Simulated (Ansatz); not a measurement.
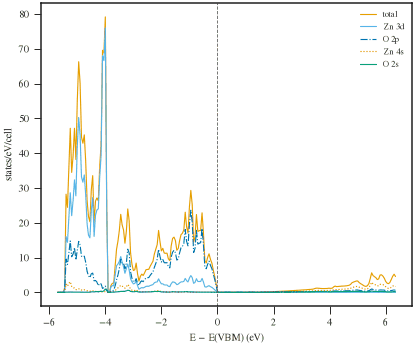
Fig. 1. Total and projected density of states of MgZn3O4 in space group P6_3mc (No. 186; Mg on 2b, O on 2b, Zn on 6c, O on 6c), DFT-PBE in the program Ansatz with PAW potentials

**Question.** Which orbitals carry the states next to the gap?

**Answer.** Top 1 eV of the valence band: O 2p 80 %, Zn 3d 17 %. Bottom 1 eV of the conduction band: Zn 4s 42 %, O 2s 22 %, O 2p 18 %, Mg 3s 17 %. Projections are on Löwdin-orthogonalised atomic valence shells; empty p or d shells of many metals are not among them.

**Question.** Where is the tallest occupied peak in this window, and what makes it?

**Answer.** Near -4.0 eV, about 79 states/eV per cell; the largest projected share is Zn 3d.

The start of the workflow was typed in or built on a structure type; neither database checked (COD, Materials Project) lists it. Its standing as an ambient phase is unchecked. The PBE relaxation kept the symmetry of its start; whether a distortion lowers the energy is not shown.

Potentials: the earlier of the program's two PAW sets.
